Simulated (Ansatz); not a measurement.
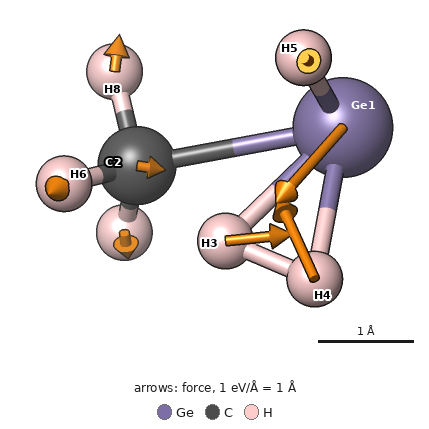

Starting geometry of CH$_{6}$Ge with the computed forces as orange arrows. The picture is a ball-and-stick view, seen at a tilt.

The reaction that was planned forms C2–H3 and breaks Ge1–C2, Ge1–H3 (atoms numbered from 1 in input order).

Level of theory: RKS PBE0-D4/def2-SVP in Ansatz 0.2.0.

The input:
```yaml
crystal:
  periodic: [false, false, false]
  atoms:
    - {symbol: Ge, position_ang: [-1.031700, 0.210000, 1.123600]}
    - {symbol: C, position_ang: [0.522300, -0.634900, -0.244400]}
    - {symbol: H, position_ang: [-0.502000, 0.452400, -0.582500]}
    - {symbol: H, position_ang: [-1.416100, 1.085900, -0.519400]}
    - {symbol: H, position_ang: [-0.060200, 1.486900, 1.378100]}
    - {symbol: H, position_ang: [1.205500, -0.070800, -0.881100]}
    - {symbol: H, position_ang: [0.128800, -1.475500, -0.814100]}
    - {symbol: H, position_ang: [1.153500, -1.054100, 0.539800]}
basis:
  gaussian: {orbitals: def2-SVP}
hamiltonian: {xc: pbe0, dispersion: d4}
relax: {f_tol: 0.04, max_steps: 150, escape_saddle: false, constraints: [{distance: [1, 2]}, {distance: [0, 1]}, {distance: [0, 2]}]}
```

Launched with:
```bash
ansatz run in.yaml --threads 2 --pin off --events-out ev --progress --plain --max-ram 4352MiB
```

### What follows when this structure is relaxed?

It isn't relaxed: the largest force vector, on Ge1, is 1.43 eV/Å. The final displacements follow the starting forces only in part (cosine between the two patterns 0.33). The atom that moves furthest after the best rigid fit is H6 (0.13 Å). By element the largest moves are H 0.13 Å, Ge 0.10 Å, C 0.02 Å. Near-neighbour distances that change, for instance: Ge1–H4 1.901 → 1.745 Å, H3–H4 1.114 → 1.054 Å, Ge1–H5 1.625 → 1.594 Å, C2–H6 1.091 → 1.104 Å. Among the angles between lasting bonds that change: Ge1–C2–H7 111.1° → 107.9°, H7–C2–H8 106.8° → 109.5°, H4–Ge1–H5 83.9° → 86.6°. The energy falls by 2.67 kcal/mol in 6 accepted moves (7 points after the start). Largest force component: 0.76 eV/Å at the start, 0.013 eV/Å at the end. The line search rejected the trial step at point 5 of the run. The run took 9.5 s on 2 threads of Arm Neoverse V2, with other jobs on the host.
